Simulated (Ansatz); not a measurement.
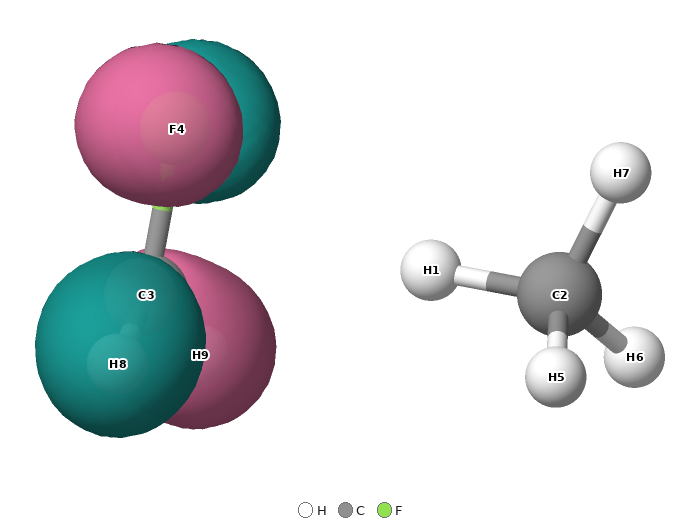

*CH$_{4}$···CH$_{2}$F (doublet). The HOMO−1 (α) at ±0.2 Å⁻³ᐟ² (teal and pink are the two phases), seen at a tilt.*

Method: UKS B3LYP-D4/def2-SVP (Ansatz).

```xyz
9

H     0.1304    0.2707   -0.3156
C     0.9280    0.8592   -0.7590
C    -1.1800   -1.1623    1.0609
F    -1.9867   -0.7235    0.0923
H     1.3298    1.5655   -0.0182
H     1.7351    0.1972   -1.1040
H     0.5307    1.4230   -1.6183
H    -0.9924   -0.4600    1.8802
H    -0.4951   -1.9700    0.7818
```

> What is the character of this orbital?

By Hirshfeld shares it lies mainly on F4 (about 55 %), C3 (about 25 %), H8 (about 10 %) and H9 (about 10 %). Its energy is −10.11 eV.
